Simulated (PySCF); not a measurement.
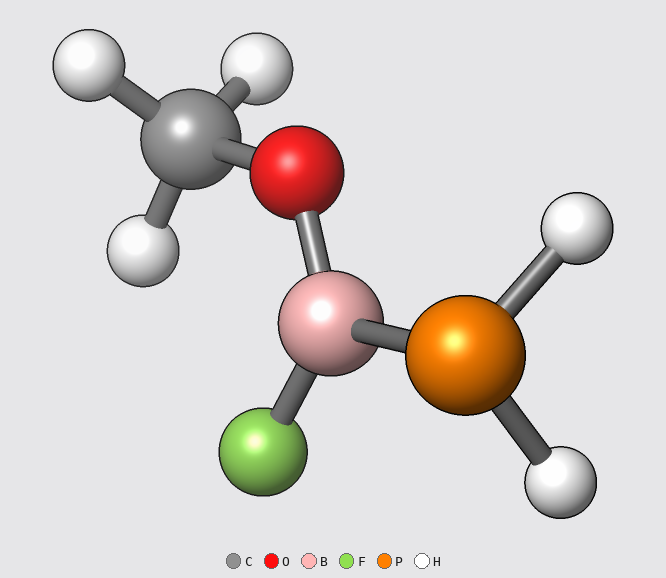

Ball-and-stick drawing of a structure.

Identify the structure.

It has 10 atoms: 1 carbon, 5 hydrogen, 1 boron, 1 fluorine, 1 oxygen and 1 phosphorus (CH5BFOP). SMILES: `COB(F)P`. It has no ring. The point group is C1. Coordination: 1 C tetrahedral; 1 O bent; 1 B trigonal planar; 1 P trigonal pyramidal.

More results for the same structure follow; atom numbers are the same in all pictures, views and colours differ. The geometry was computed by an optimisation with PBE0-D3(BJ)/def2-SVP. No frequency run is at hand to confirm it as a minimum.

### Charges

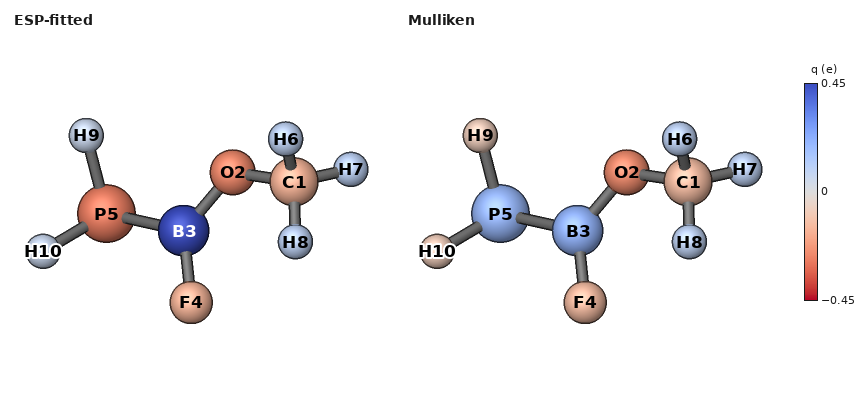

Atomic charges of one calculation by 2 schemes, on one colour scale. No frequency run is at hand to confirm it as a minimum. Method: PBE0/STO-3G (PySCF 2.14.0).

Which scheme gives the most polar picture (largest mean size of the charges)?

Answer. The ESP-fitted charges are the largest in size here.

On which atom do the schemes disagree most?

Answer. On P5 (from −0.28 to 0.19 e).

List the charges (e), one line for each set of equivalent atoms.

| atom | ESP-fitted | Mulliken |
| --- | --- | --- |
| C1 | −0.15 | −0.13 |
| O2 | −0.26 | −0.25 |
| B3 | 0.45 | 0.20 |
| F4 | −0.15 | −0.13 |
| P5 | −0.28 | 0.19 |
| H6 | 0.09 | 0.09 |
| H7 | 0.10 | 0.09 |
| H8 | 0.09 | 0.09 |
| H9 | 0.06 | −0.08 |
| H10 | 0.06 | −0.08 |

### Spin–spin coupling

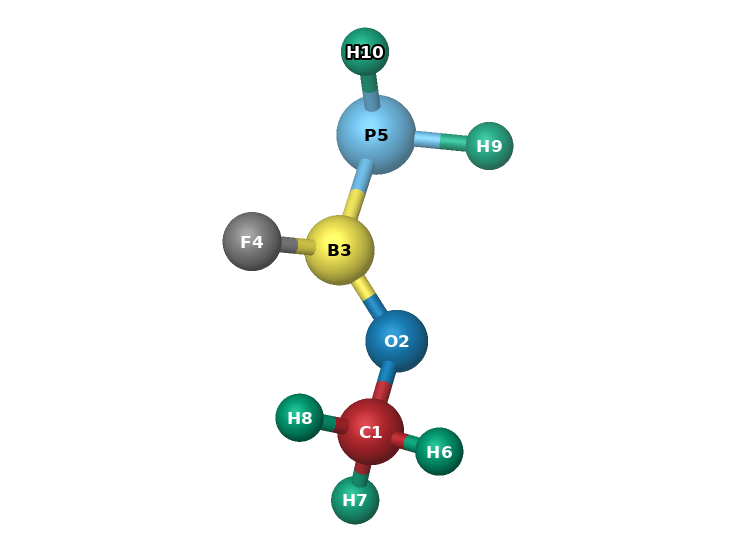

No frequency run is at hand to confirm it as a minimum. Level of theory: B3LYP/def2-TZVP indirect spin-spin coupling, non-relativistic, gas phase (PySCF 2.14.0). Isotopes: 11B, 13C, 19F, 1H, 17O, 31P.

Give the spin–spin coupling constants of these pairs, with the number of bonds between them: C1/B3, B3/H9, B3/H10, F4/H10.

| pair | bonds apart | J (Hz) |
| --- | --- | --- |
| C1, B3 | 2 | −2.8 |
| B3, H9 | 2 | −5.6 |
| B3, H10 | 2 | −6.3 |
| F4, H10 | 3 | 1.2 |

Density functionals are unreliable for couplings to fluorine, so those rows may be far off.

### Bond orders

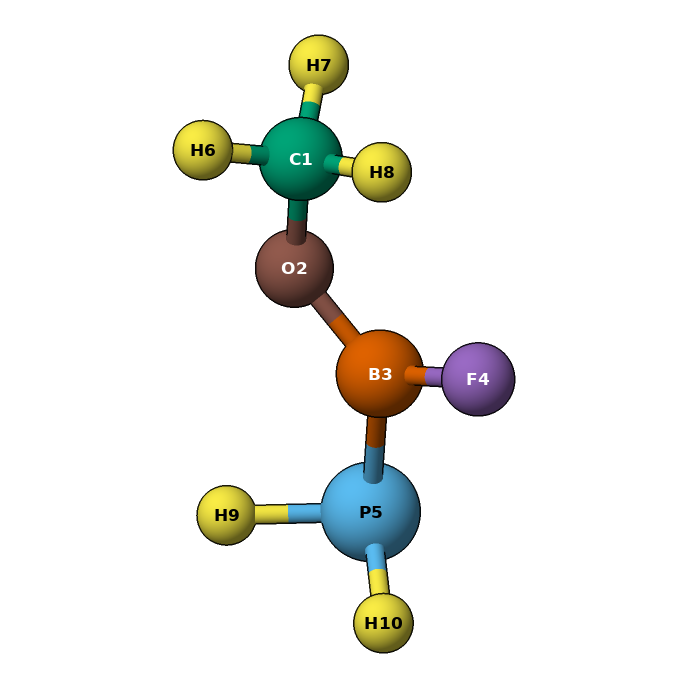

Every bond is drawn as one stick. No frequency run is at hand to confirm it as a minimum. Level of theory: PBE0/6-31G (PySCF 2.14.0).

Which bond has the lowest Mayer bond order?

Answer. C1–O2, 0.79, at 1.411 Å.

List the Mayer bond orders of C1–O2, C1–H6, C1–H7, C1–H8, O2–B3, B3–F4, B3–P5, P5–H9, P5–H10.

```tsv
bond	Mayer order	length (Å)
C1–O2	0.79	1.411
C1–H6	0.93	1.100
C1–H7	0.93	1.100
C1–H8	0.92	1.100
O2–B3	1.12	1.341
B3–F4	1.01	1.337
B3–P5	1.01	1.930
P5–H9	0.92	1.424
P5–H10	0.92	1.425
```

Mulliken values depend strongly on the basis set and can even reverse the polarity of a bond.
